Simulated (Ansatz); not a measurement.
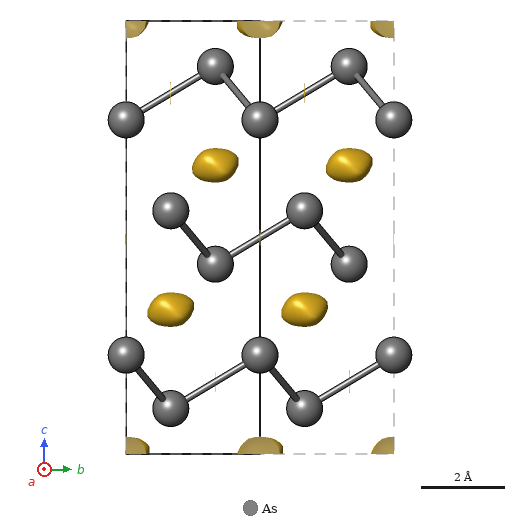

Crystal voids of As (R-3m, No. 166): the yellow surface encloses the regions where the procrystal electron density, the sum of the densities of spherically averaged neutral Hartree-Fock atoms, is below 0.01 e/bohr³ (2×2×1 cells, view along the a axis). No self-consistent density enters. Pale faces close the region where the drawn box cuts it. The usual level for crystal voids is 0.002 e/bohr³; this crystal has almost no region below it, so a higher level is used, which marks the interstitial space of lowest density.

Origin of the cell: the geometry relaxed in a fixed cell with Ansatz, DFT PBE+D3(BJ), scalar-relativistic, plane waves, PAW.

```cif
data_structure
_symmetry_space_group_name_H-M 'R-3m:H'
_symmetry_Int_Tables_number 166
_cell_length_a 3.7616
_cell_length_b 3.7616
_cell_length_c 10.5422
_cell_angle_alpha 90.000
_cell_angle_beta 90.000
_cell_angle_gamma 120.000
_cell_volume 129.18
loop_
_atom_site_label
_atom_site_type_symbol
_atom_site_symmetry_multiplicity
_atom_site_Wyckoff_symbol
_atom_site_fract_x
_atom_site_fract_y
_atom_site_fract_z
_atom_site_occupancy
As1 As 6 c 0.66667 0.33333 0.10499 1
```

Q: What share of the cell is void by this measure?

A: The voids take about 1.7 % of the cell (2.2 Å³ of 129.2 Å³) and are bounded by about 14 Å² of surface per cell.

Q: Are the voids connected in the whole crystal?

A: They are isolated pockets that do not connect across cells.

Q: How low does the density fall, and where?

A: To about 0.0078 e/bohr³ near 0.00, 0.00, 0.00 (fractional), 2.4 Å from the nearest nucleus.

Q: At what density do the voids first join through the crystal?

A: At about 0.014 e/bohr³, as a three-dimensional network.
